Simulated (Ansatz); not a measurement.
**CH4Si (SMILES C[SiH]) at B3LYP/6-31G(d) (Cartesian functions)**

What is the vertical singlet–triplet gap of CH4Si at B3LYP/6-31G* (Cartesian functions)? 

The calculation is run with Ansatz 0.2.0.

44 further runs of the same task are left out: 44 set aside as unsound or not needed.

## 1. The structure to begin with

CH4Si: 6 atoms, total charge 0, spin state singlet. As SMILES, `C[SiH]`. The shape is that of a PBE0-D4/def2-TZVP optimisation.

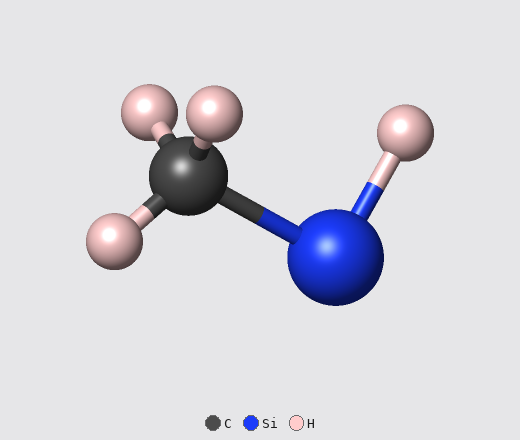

Viewed from a chosen angle; carbon dark grey, silicon blue, hydrogen pink.

## 2. A single-point energy at B3LYP/6-31G(d) (Cartesian functions)

Input file job.yaml:

```yaml
crystal:
  periodic: [false, false, false]
  atoms:
    - {symbol: C, position_ang: [-0.093500, -0.366000, -0.370300]}
    - {symbol: Si, position_ang: [0.917300, 0.209800, 1.122300]}
    - {symbol: H, position_ang: [-1.156900, -0.410100, -0.102200]}
    - {symbol: H, position_ang: [0.215000, -1.335600, -0.763000]}
    - {symbol: H, position_ang: [-0.024000, 0.382000, -1.170800]}
    - {symbol: H, position_ang: [0.142200, 1.520000, 1.284000]}
basis:
  gaussian: {orbitals: "6-31G*"}
hamiltonian: {xc: {name: B3LYP}}
accuracy: high
output: {orbitals: {seedname: orbitals}}
```

Run with:

```console
$ ansatz run job.yaml --threads 1 --pin off --max-ram 3480MiB --events-out events.jsonl --progress --plain --runs-dir runs
```

Output:

```text
Warning: RAYON_NUM_THREADS=1 ignored (pool sized by the plan → 1); use --threads N
Functional definition: B3LYP
  name "B3LYP"
  parameter a0 = 0.2
  parameter ax = 0.72
  parameter ac = 0.81
  exchange = (1 - a0 - ax)*slater_x + ax*b88_x + a0*exact_x
  correlation = (1 - ac)*vwn_rpa_c + ac*lyp_c
920 factors; integrals over basis functions are off by at most 3.5e-9 eV
mean field evaluation 1: about -8973.7060 eV, gradient 4.3e1 eV
mean field evaluation 2: about -8970.3114 eV, gradient 5.3e1 eV
mean field evaluation 4: about -8978.1734 eV, gradient 7.1e-1 eV
mean field evaluation 8: about -8978.1677 eV, gradient 5.9e-3 eV
mean field evaluation 16: about -8978.1677 eV, gradient 3.5e-7 eV
mean field -8978.16770200 eV, -329.9415774280 hartree, gradient 3.7e-8 eV, S^2 0.000000; 0 other end points of the search recorded, 0 dependent functions left out
reference -8978.16773216 eV, -329.9415785364 hartree; 12, 12 occupied and 30, 30 virtual orbitals, 920 factors
Total energy: -8978.16773216 eV, -329.9415785364 hartree
```

Wall time 1.8 s (1 thread of Arm Neoverse V2, shared host); peak memory 0.11 GiB.

## 3. The triplet

Input file input.yaml:

```yaml
crystal:
  periodic: [false, false, false]
  atoms:
    - {symbol: C, position_ang: [-0.093500, -0.366000, -0.370300]}
    - {symbol: Si, position_ang: [0.917300, 0.209800, 1.122300]}
    - {symbol: H, position_ang: [-1.156900, -0.410100, -0.102200]}
    - {symbol: H, position_ang: [0.215000, -1.335600, -0.763000]}
    - {symbol: H, position_ang: [-0.024000, 0.382000, -1.170800]}
    - {symbol: H, position_ang: [0.142200, 1.520000, 1.284000]}
basis:
  gaussian:
    orbitals: "6-31G*"
total_charge: 0
magnetization:
  spin_polarized: true
  initial_magnetization: 2
hamiltonian:
  xc: {name: B3LYP}
accuracy: high
output:
  orbitals: {seedname: orbitals}
```

Run with:

```console
$ ansatz run input.yaml --threads 1 --pin off --max-ram 3480MiB --events-out events.jsonl --progress --plain --runs-dir runs
```

Output:

```text
Warning: RAYON_NUM_THREADS=1 ignored (pool sized by the plan → 1); use --threads N
[... 7 set-up lines as earlier in the session ...]
920 factors; integrals over basis functions are off by at most 3.5e-9 eV
mean field evaluation 1: about -8972.3960 eV, gradient 3.0e1 eV
mean field evaluation 2: about -8967.2343 eV, gradient 4.0e1 eV
mean field evaluation 4: about -8976.7811 eV, gradient 5.4e-1 eV
mean field evaluation 8: about -8976.8692 eV, gradient 5.3e-2 eV
mean field evaluation 16: about -8976.8692 eV, gradient 5.6e-5 eV
mean field -8976.86919971 eV, -329.8938583489 hartree, gradient 5.7e-8 eV, S^2 2.001395; 0 other end points of the search recorded, 0 dependent functions left out
reference -8976.86923118 eV, -329.8938595054 hartree; 13, 11 occupied and 29, 31 virtual orbitals, 920 factors
Total energy: -8976.86923118 eV, -329.8938595054 hartree
```

It took 3.9 s on 1 thread of Arm Neoverse V2, shared host; peak memory 0.15 GiB.

## 4. Outcome

At B3LYP/6-31G* (Cartesian functions):

```
                                        quantity          value
                           singlet: total energy  -329.94158 Eh
                            singlet: HOMO energy       -5.98 eV
                            singlet: LUMO energy       -2.63 eV
                          singlet: HOMO–LUMO gap        3.35 eV
                           triplet: total energy  -329.89386 Eh
     triplet: HOMO energy (highest over α and β)       -4.74 eV
      triplet: LUMO energy (lowest over α and β)       -3.96 eV
                                   triplet: ⟨S²⟩          2.001
vertical energy of the triplet above the singlet       1.299 eV
```

**Reading.** At this shape the triplet lies 1.30 eV (125 kJ/mol) above the singlet.
